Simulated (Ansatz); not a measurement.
Take CdS in the zinc blende structure (space group F-43m, No. 216; a = 5.8243 Å) as the base.

The change: Se takes the place of S on all its sites, then cell and atoms are relaxed.

All numbers come from PBEsol/PAW in Ansatz (a first-principles code), scalar-relativistic without spin-orbit coupling.

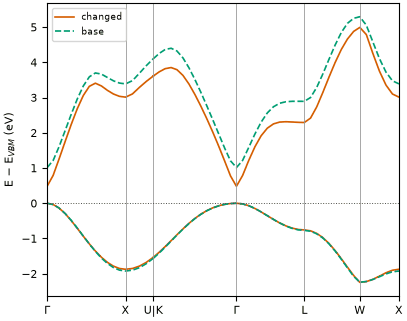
Figure: Highest valence and lowest conduction band along the path, each from its own valence-band maximum

The gap is 0.48 eV, direct at Γ; the base has 1.01 eV.

No phonon test of stability was made.
